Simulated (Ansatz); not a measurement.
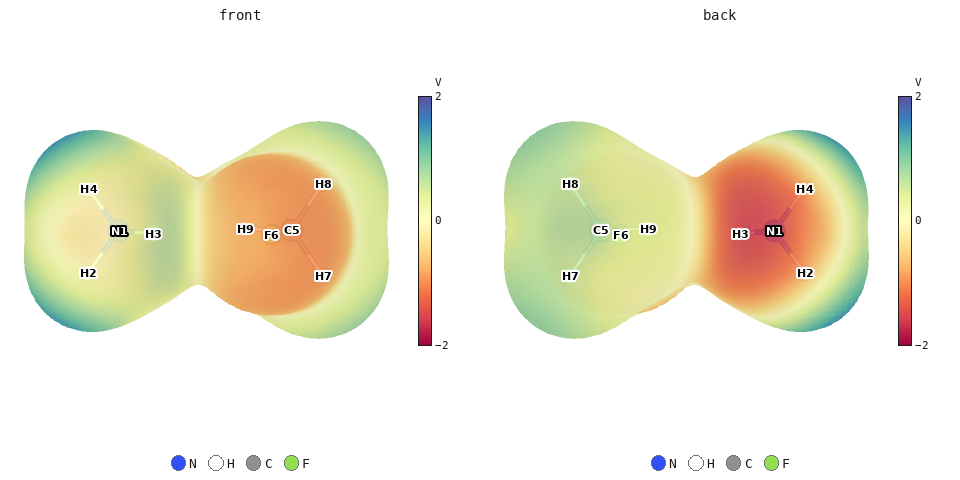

Figure 1: NH3···CH3F (SMILES N.CF). The electrostatic potential painted on the density surface at 0.002 e/bohr³, seen from the front and from behind; red is negative and blue positive.

Geometry: PBE0-D4/def2-TZVP.

These are results of RKS PBE0-D4/def2-TZVPPD in Ansatz, not measurements.

Input

```
crystal:
  periodic: [false, false, false]
  atoms:
    - {symbol: N, position_ang: [0.010886, -0.142125, -1.783221]}
    - {symbol: H, position_ang: [-0.801784, -0.182248, -2.385707]}
    - {symbol: H, position_ang: [-0.093751, 0.674397, -1.191312]}
    - {symbol: H, position_ang: [0.813622, 0.019934, -2.378539]}
    - {symbol: C, position_ang: [0.022419, -0.138647, 1.571410]}
    - {symbol: F, position_ang: [-0.141436, 1.143500, 1.072193]}
    - {symbol: H, position_ang: [-0.843119, -0.384118, 2.190247]}
    - {symbol: H, position_ang: [0.931575, -0.162953, 2.175769]}
    - {symbol: H, position_ang: [0.101588, -0.827740, 0.729062]}
basis:
  gaussian: {orbitals: "def2-TZVPPD.json"}
hamiltonian: {xc: pbe0, dispersion: d4}
output: {orbitals: {seedname: orbitals}}
```

Run with:

```sh
ansatz run in.yaml --threads 4 --pin off --events-out ev --progress --plain --max-ram 9574MiB
```

> Which sites attract a positive test charge, and which a negative one?

A positive charge is drawn to the negative regions and a negative charge to the positive ones. The most negative region (about −1.6 V, or −37 kcal/mol for a unit charge) lies over N1, the most positive (about +1.4 V, or +32 kcal/mol for a unit charge) over H2 and H4. N1 is the likeliest acceptor of a hydrogen bond.
